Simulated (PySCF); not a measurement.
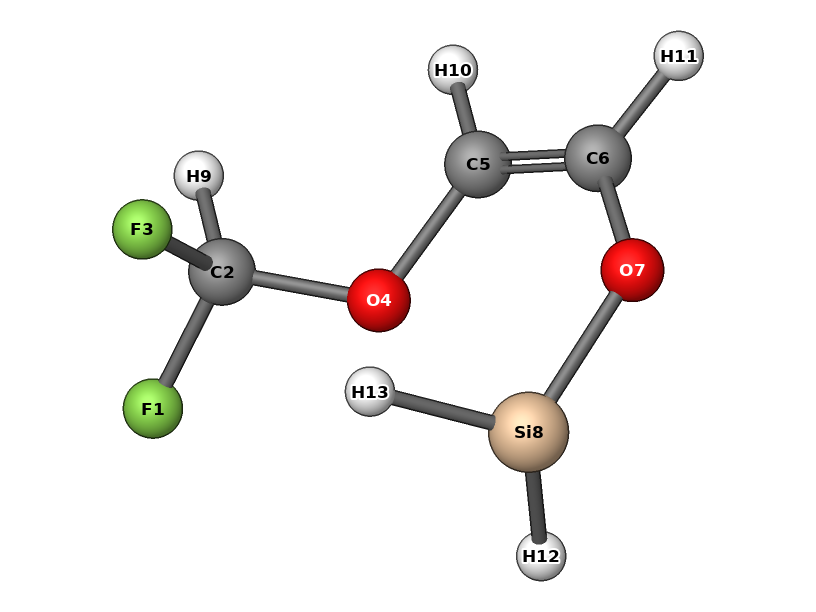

The questions are on Mulliken spin populations. Charge 0, doublet. The computed structure is the end point of a GFN2-xTB optimisation. No frequency run is at hand to confirm it as a minimum. Properties computed with UKS B3LYP, pcH-1 on C F H O Si, non-relativistic (PySCF 2.14.0).

Which atom carries the largest spin population?

Si8 (0.93 e).

Which atom has the lowest spin population?

C5 (−0.01 e).

Give the Mulliken spin populations atom by atom.

```json
{"atom": "F1", "value (e)": "0.00"}
{"atom": "C2", "value (e)": "0.00"}
{"atom": "F3", "value (e)": "0.00"}
{"atom": "O4", "value (e)": "0.01"}
{"atom": "C5", "value (e)": "−0.01"}
{"atom": "C6", "value (e)": "0.02"}
{"atom": "O7", "value (e)": "0.00"}
{"atom": "Si8", "value (e)": "0.93"}
{"atom": "H9", "value (e)": "0.00"}
{"atom": "H10", "value (e)": "0.00"}
{"atom": "H11", "value (e)": "0.00"}
{"atom": "H12", "value (e)": "0.03"}
{"atom": "H13", "value (e)": "0.03"}
```

Mulliken values depend strongly on the basis set. The geometry is semi-empirical. Around Si such bond lengths and angles can be off by a tenth of an ångström or more and by several degrees, and values that hang on the shape move with them.
